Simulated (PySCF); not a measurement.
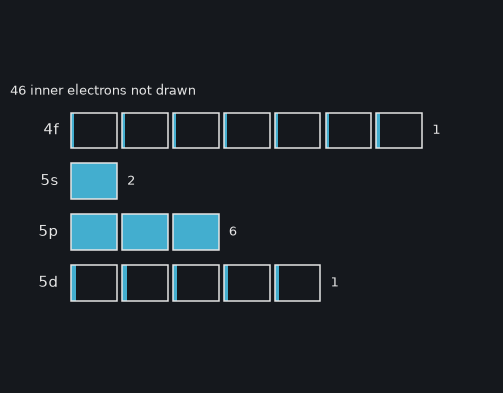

Fig. 1: The outer shells of the nominal configuration: a box for each of the 2l + 1 orbitals, shaded by the share of the shell that is filled, with the electron count at the right.

# Atomic calculation for Ce²⁺

Ce²⁺, configuration 1s2 2s2 2p6 3s2 3p6 3d10 4s2 4p6 4d10 4f1 5s2 5p6 5d1, multiplicity 3. Computed at this level: unrestricted PW91, cc-pVDZ-X2C, spin-free X2C-1e, Gaussian nucleus (PySCF).

**Summary**

```
      quantity                      value
       outcome                  converged
  total energy         −8859.7497 hartree
          ⟨S²⟩                      2.001
          ⟨L²⟩                      18.01
SCF iterations                          6
      hardware  1 CPU thread, shared host
      CPU time    3.5 s (integrals apart)
```

**Notes**

The driver held the occupations shell by shell, and empty f levels lie below the filled 5d. This is not the ground configuration of the species. ⟨L²⟩ departs from that of the intended term, so the determinant mixes terms.

**Input**
```python
from pyscf import gto, scf, dft, mp, cc
import basis_set_exchange as bse
mol = gto.M(atom="Ce 0 0 0", charge=2, spin=2, symmetry="D2h",
            basis=gto.basis.parse(bse.get_basis("cc-pVDZ-X2C", elements=["Ce"], fmt="nwchem", header=False)),
            nucmod="G")
mf = dft.UKS(mol, xc="PW91,PW91").sfx2c1e()
mf.irrep_nelec = {'Ag': (10, 9), 'B1g': (2, 2), 'B2g': (2, 2), 'B3g': (2, 2), 'B1u': (4, 4), 'B2u': (5, 4), 'B3u': (4, 4)}
mf.kernel()
```

The script is an equivalent of what the driver set up; the driver started from orbitals of its own, so the log can be shorter than this script's would be, and it computed the properties (radii, ⟨L²⟩, response) afterwards. It held the occupations shell by shell, which the script's counts by irreducible representation don't always enforce.

Launched within a batch (the task file carries these settings):
```bash
OMP_NUM_THREADS=1 python <driver script> TASK.json OUT
```

**Log (extracts)**
```
damping factor = 0
level_shift factor = 0
DIIS = <class 'pyscf.scf.diis.CDIIS'>
diis_start_cycle = 1
diis_space = 10
diis_damp = 0
SCF conv_tol = 1e-09
SCF conv_tol_grad = None
number electrons alpha = 29  beta = 27
XC functionals = PW91,PW91
    J. P. Perdew. In P. Ziesche and H. Eschrig, editors, Proceedings of the 75. WE-Heraeus-Seminar and 21st Annual International Symposium on Electronic Structure of Solids, 11. Berlin, 1991. Akademie Verlag.
    J. P. Perdew, J. A. Chevary, S. H. Vosko, K. A. Jackson, M. R. Pederson, D. J. Singh, and C. Fiolhais.,  Phys. Rev. B 46, 6671 (1992)
    J. P. Perdew, J. A. Chevary, S. H. Vosko, K. A. Jackson, M. R. Pederson, D. J. Singh, and C. Fiolhais.,  Phys. Rev. B 48, 4978 (1993)
    J. P. Perdew. In P. Ziesche and H. Eschrig, editors, Proceedings of the 75. WE-Heraeus-Seminar and 21st Annual International Symposium on Electronic Structure of Solids, 11. Berlin, 1991. Akademie Verlag.
    J. P. Perdew, J. A. Chevary, S. H. Vosko, K. A. Jackson, M. R. Pederson, D. J. Singh, and C. Fiolhais.,  Phys. Rev. B 46, 6671 (1992)
    J. P. Perdew, J. A. Chevary, S. H. Vosko, K. A. Jackson, M. R. Pederson, D. J. Singh, and C. Fiolhais.,  Phys. Rev. B 48, 4978 (1993)
cycle= 1 E= -8859.74943740646  delta_E= -0.00918  |g|= 0.0264  |ddm|= 0.479
cycle= 2 E= -8859.74959252614  delta_E= -0.000155  |g|= 0.0133  |ddm|= 0.0783
cycle= 3 E= -8859.74964602887  delta_E= -5.35e-05  |g|= 0.00449  |ddm|= 0.0384
cycle= 4 E= -8859.74965013165  delta_E= -4.1e-06  |g|= 0.000166  |ddm|= 0.00793
cycle= 5 E= -8859.74965014435  delta_E= -1.27e-08  |g|= 3.81e-05  |ddm|= 0.000394
cycle= 6 E= -8859.74965014509  delta_E= -7.4e-10  |g|= 5.25e-06  |ddm|= 9.69e-05
converged SCF energy = -8859.74965014509  <S^2> = 2.0011491  2S+1 = 3.0007659
```

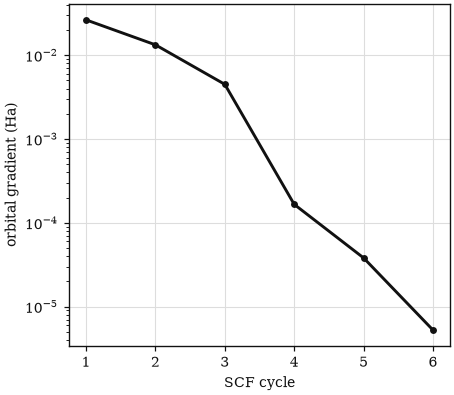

Fig. 2: Convergence: orbital gradient against the SCF cycle. The residual falls at every step. It goes from 0.026 to 5.2×10⁻⁶ in 6 steps.

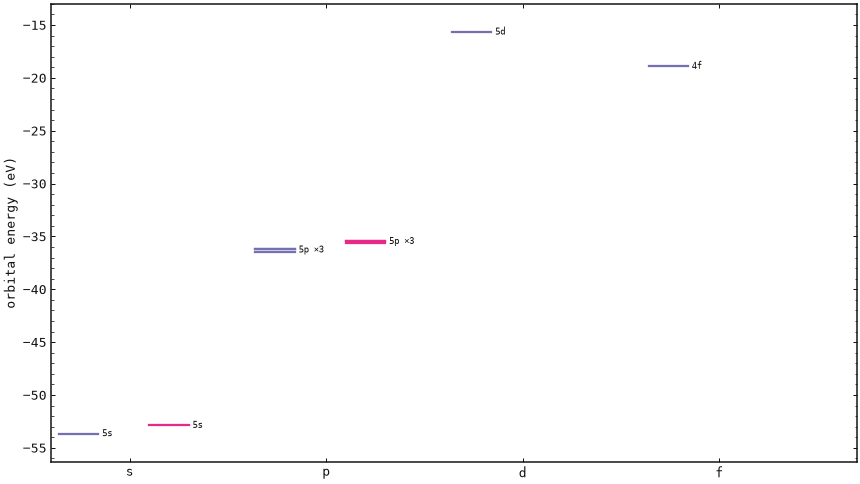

Fig. 3: Orbital energies of the mean field, from the top down to −53.7 eV, by angular momentum, α spin at the left of each column and β at the right; ×n counts the orbitals under one label. Empty levels that the record names by l alone aren't drawn. The highest filled orbital is 5d α at −15.6 eV, the lowest empty one f α at −19.1 eV.
